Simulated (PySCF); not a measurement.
Input file:

```
{"job": {"kind": "uv", "xc": "CAM-B3LYP", "basis": "def2-SVPD", "nstates": 8, "ntriplets": 3}, "charge": 0, "multiplicity": 1}
N      3.601039    -1.212009    -0.724439
C      2.528089    -0.842811    -0.549472
C      1.244262    -0.347417    -0.300707
C      0.146883    -0.800509    -0.916191
C     -1.173553    -0.188879    -0.539251
C     -1.905205    -1.163438     0.241140
N     -2.475684    -1.922154     0.877213
C     -0.954077     1.093036     0.292298
Si     0.845751     1.031389     0.938988
H      0.149685    -1.599889    -1.644792
H     -1.767945     0.010179    -1.440335
H     -1.693450     1.159929     1.088707
H     -1.106784     1.961547    -0.348602
H      1.591438     2.261815     0.683920
H      0.965137     0.567200     2.319611
```

Run with:

```sh
OMP_NUM_THREADS=1 python probes_run.py task.json out
```

Geometry: GFN2-xTB.

Method: CAM-B3LYP/def2-SVPD, SCF density, gas phase (PySCF 2.14.0).

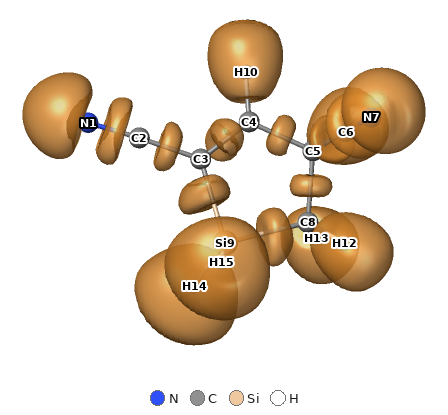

C₆H₆N₂Si. Isosurface of the ELF at 0.8 (orange), seen across its widest extent. Core shells and regions of very low density are left out.

> Where are the electrons localised?

The surface consists of five regions between bonded C–C atoms (shared pairs), two regions between bonded C–N atoms (shared pairs), two regions between bonded C–Si atoms (shared pairs), six regions around hydrogen nuclei and two lobes on N, pointing away from the bonds (lone pairs). Profiles from the grid: C–N (1.14 Å): the ELF peaks at about 0.85 between the atoms: a short, multiple covalent bond. C–C (1.34 Å): the ELF peaks at about 0.90 between the atoms: a short, multiple covalent bond.
